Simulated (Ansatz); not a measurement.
```xyz
7

C    -0.5400    0.5269   -0.4788
Cu    0.2113   -0.3836    0.9184
Se    1.1819   -0.0014   -1.2508
H    -0.6155    1.6021   -0.3223
H    -1.4230    0.0797   -0.9306
H    -1.0587   -0.0209    1.5633
H     0.6870   -1.2681   -1.8441
```

Geometry: B3LYP/6-31G*.

Method: isolated molecule in a Gaussian basis; Kohn-Sham density functional theory, functional PBE0 (Ansatz).

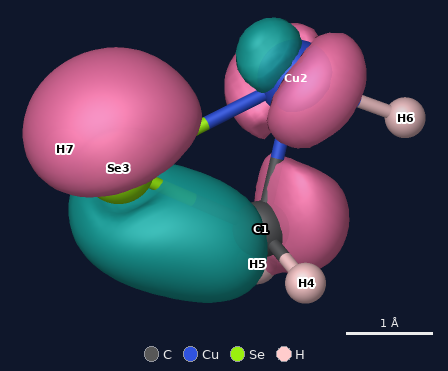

CH₄CuSe (charge +1). The HOMO−1 at ±0.15 Å⁻³ᐟ² (teal and pink are the two phases), seen across its widest extent.

What is the character of this orbital?

It lies mainly on Se3 (about 40 %), Cu2 (about 35 %) and C1 (about 20 %); π-antibonding (π*) across Se3–Cu2. Its energy is −14.94 eV.
